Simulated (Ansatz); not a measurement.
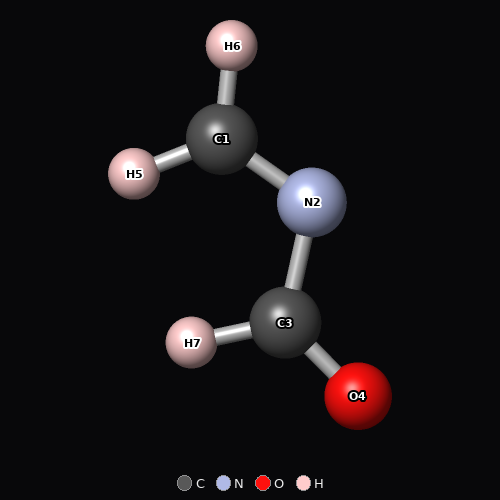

The system is C₂H₃NO, SMILES C=NC=O; the picture shows the reference structure. First axis: angle H5–C1–N2. Second axis: dihedral H5–C1–N2–C3. Nothing is relaxed (all other coordinates rigid). The grid has 15 × 15 points. Points are written as (first, second). All energies are given in kcal/mol relative to the relaxed molecule at the same level. The restricted reference is unstable at some or all points, so the energies there are unreliable. The calculation used RHF-MP2, frozen core/def2-TZVP (Ansatz).

Its coordinates:

```yaml
atoms:
  - { symbol: C, position_ang: [-0.2900, 1.0442, 0.4025] }
  - { symbol: N, position_ang: [-0.4972, -0.2030, 0.5846] }
  - { symbol: C, position_ang: [0.2307, -1.0250, -0.3302] }
  - { symbol: O, position_ang: [0.1727, -2.2245, -0.3178] }
  - { symbol: H, position_ang: [0.3782, 1.4303, -0.3771] }
  - { symbol: H, position_ang: [-0.7919, 1.7642, 1.0416] }
  - { symbol: H, position_ang: [0.8574, -0.4643, -1.0572] }
```

Range: angle H5–C1–N2 from 97.9 to 147.9°; dihedral H5–C1–N2–C3 from −180 to 156°.

Q: What will the energy surface look like?

A: The lowest grid point is at (119.4°, −180°), 0.45 kcal/mol from the relaxed molecule at the same level. There is a further well near (122.9°, 12°) (0.9 kcal/mol above the lowest at that grid point). The highest grid point, (97.9°, 84°), lies 59.6 kcal/mol above the lowest. Round the minimum the two coordinates are nearly uncoupled.

| dihedral H5–C1–N2–C3 ↓, angle H5–C1–N2 → | 97.9 | 101.5 | 105.1 | 108.7 | 112.2 | 115.8 | 119.4 | 122.9 | 126.5 | 130.1 | 133.7 | 137.2 | 140.8 | 144.4 | 147.9 |
| --- | --- | --- | --- | --- | --- | --- | --- | --- | --- | --- | --- | --- | --- | --- | --- |
| 156 | 18.2 | 14.5 | 11.5 | 9.1 | 7.3 | 6.2 | 5.6 | 5.7 | 6.4 | 7.6 | 9.5 | 11.8 | 14.8 | 18.4 | 22.4 |
| 132 | 33.2 | 29.3 | 26.1 | 23.5 | 21.6 | 20.3 | 19.7 | 19.6 | 20.2 | 21.3 | 23.1 | 25.4 | 28.3 | 31.9 | 35.9 |
| 108 | 52.2 | 48.1 | 44.6 | 41.7 | 39.5 | 38.0 | 37.1 | 36.8 | 37.2 | 38.2 | 39.8 | 42.0 | 44.9 | 48.4 | 52.4 |
| 84 | 60.0 | 55.5 | 51.6 | 48.4 | 45.9 | 44.0 | 42.8 | 42.3 | 42.4 | 43.2 | 44.6 | 46.7 | 49.4 | 52.8 | 56.7 |
| 60 | 45.5 | 40.9 | 37.1 | 33.9 | 31.5 | 29.6 | 28.5 | 28.0 | 28.1 | 28.8 | 30.2 | 32.2 | 34.8 | 38.1 | 41.9 |
| 36 | 28.6 | 23.9 | 20.0 | 16.9 | 14.5 | 12.7 | 11.6 | 11.2 | 11.5 | 12.3 | 13.8 | 15.8 | 18.5 | 21.8 | 25.6 |
| 12 | 18.6 | 13.8 | 9.9 | 6.7 | 4.3 | 2.6 | 1.6 | 1.3 | 1.6 | 2.6 | 4.1 | 6.2 | 9.0 | 12.4 | 16.2 |
| −12 | 18.7 | 13.9 | 9.9 | 6.7 | 4.4 | 2.7 | 1.6 | 1.3 | 1.6 | 2.6 | 4.1 | 6.2 | 9.0 | 12.4 | 16.2 |
| −36 | 28.6 | 23.9 | 20.0 | 16.9 | 14.5 | 12.7 | 11.7 | 11.2 | 11.5 | 12.3 | 13.8 | 15.8 | 18.5 | 21.8 | 25.6 |
| −60 | 45.5 | 41.0 | 37.1 | 33.9 | 31.5 | 29.6 | 28.5 | 28.0 | 28.1 | 28.8 | 30.2 | 32.2 | 34.8 | 38.1 | 41.9 |
| −84 | 60.0 | 55.5 | 51.6 | 48.4 | 45.9 | 44.0 | 42.8 | 42.3 | 42.4 | 43.2 | 44.6 | 46.7 | 49.4 | 52.8 | 56.7 |
| −108 | 52.2 | 48.1 | 44.5 | 41.7 | 39.5 | 38.0 | 37.1 | 36.8 | 37.2 | 38.2 | 39.8 | 42.0 | 44.9 | 48.4 | 52.4 |
| −132 | 33.2 | 29.3 | 26.1 | 23.5 | 21.6 | 20.3 | 19.7 | 19.6 | 20.1 | 21.3 | 23.1 | 25.4 | 28.3 | 31.9 | 35.9 |
| −156 | 18.2 | 14.5 | 11.5 | 9.1 | 7.3 | 6.2 | 5.6 | 5.7 | 6.4 | 7.6 | 9.5 | 11.8 | 14.8 | 18.4 | 22.4 |
| −180 | 12.7 | 9.1 | 6.1 | 3.7 | 2.1 | 0.9 | 0.5 | 0.6 | 1.3 | 2.5 | 4.4 | 6.8 | 9.8 | 13.4 | 17.5 |

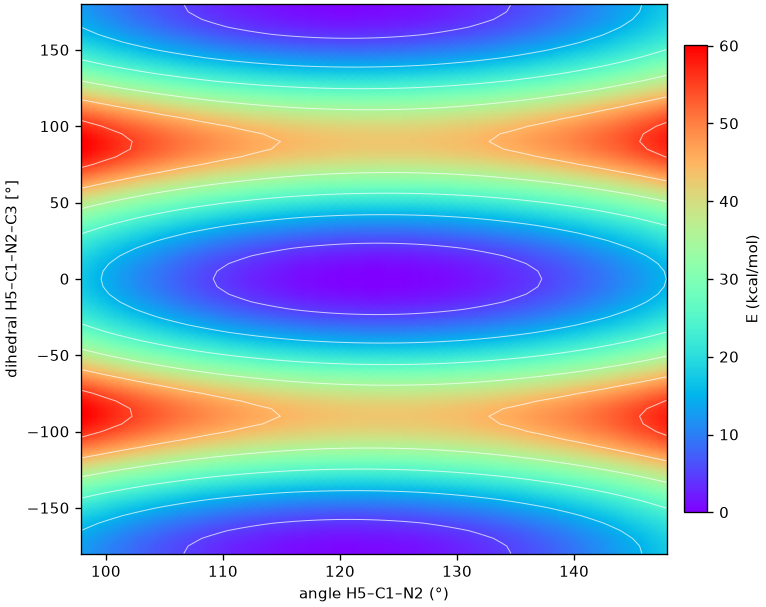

In the figure: a smooth colour map with a few white contour lines. Between grid points the surface is interpolated.

Each point was launched as `ansatz run input.yaml --threads 1 --pin off --max-ram 2560MiB --backend cpu --events-out ev --progress --plain --runs-dir out`. The whole map (225 points run) took 42 min on 1 thread of Arm Neoverse N1, on a shared host.
